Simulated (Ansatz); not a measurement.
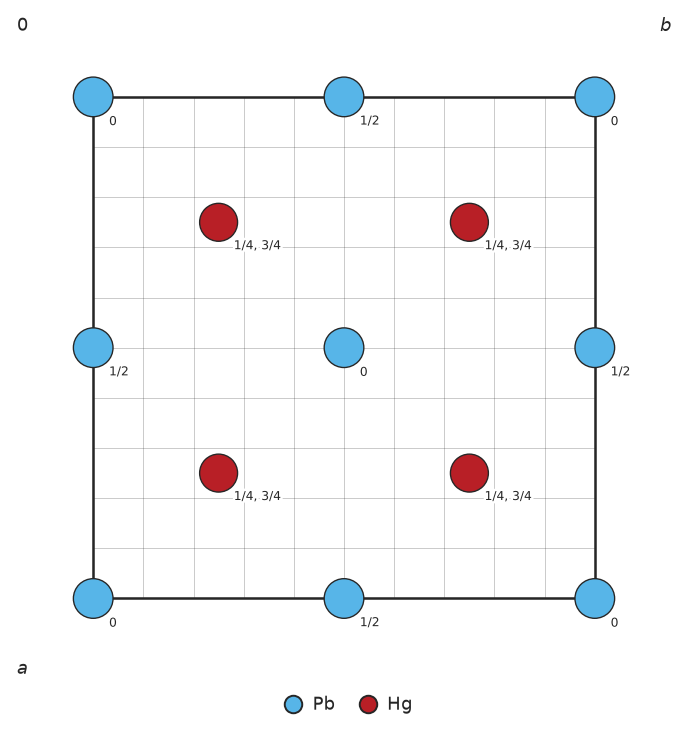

Plan of a unit cell projected along c (a down the page, b across); the numbers are heights as fractions of c, and atoms on the cell's edges are repeated. The grid marks tenths of a and b. Source: coordinates from a relaxation with Ansatz 0.2.0, DFT PBE, scalar-relativistic, plane waves, PAW; the starting structure was generated, so it need not be a known form of this composition. All values are computed from the atomic coordinates in the standard setting (tolerance 0.002 Å).

a = 7.230 Å, b = 7.230 Å, c = 7.230 Å, α = 90.00°, β = 90.00°, γ = 90.00°.

> What does the cell contain?

4 Pb, 8 Hg: Hg2Pb, Z = 4.

> Which space group?

Fm-3m, No. 225, face-centred cubic.

> Give the independent sites, coordinates to two places.

```tsv
atom	site	symmetry	x	y	z
Pb	4a	m-3m	0.00	0.00	0.00
Hg	8c	-43m	0.25	0.75	0.75
```
